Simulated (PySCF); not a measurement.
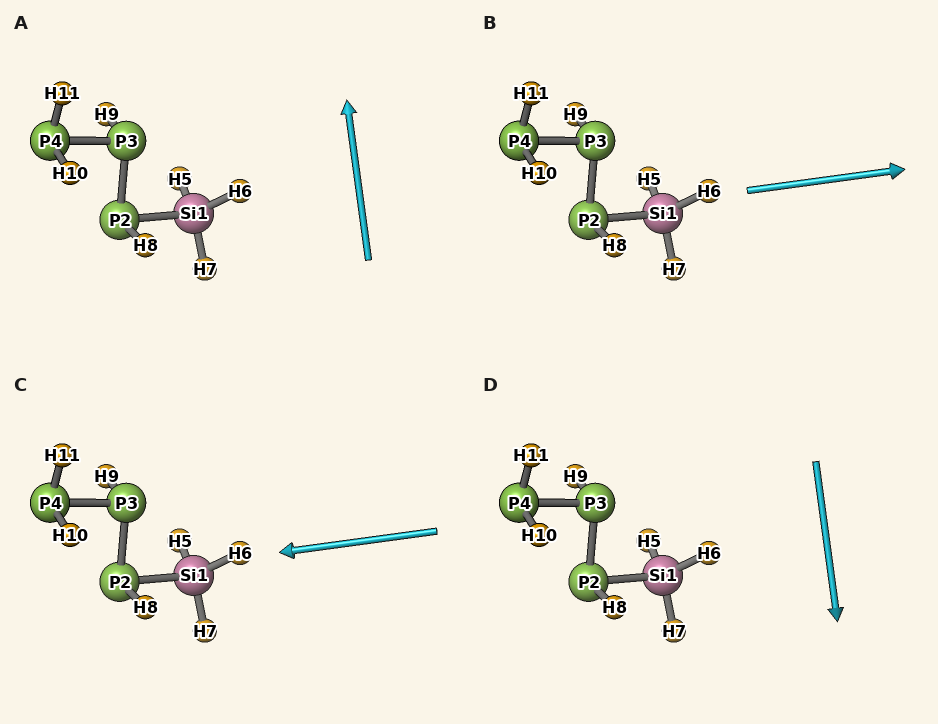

The same molecule four times, each with an arrow. The computed structure is the end point of a GFN2-xTB optimisation. No frequency run is at hand to confirm it as a minimum. Method: PBE0/def2-SVPD, gas phase (PySCF 2.14.0).

Question: Which arrow points along the dipole moment, from the negative to the positive end?

Answer: B. The dipole moment is 0.78 D; it points from the side of P4 to the side of H6 (the outermost atoms at the two ends).

The geometry is semi-empirical. Around P, Si such bond lengths and angles can be off by a tenth of an ångström or more and by several degrees, and values that hang on the shape move with them.
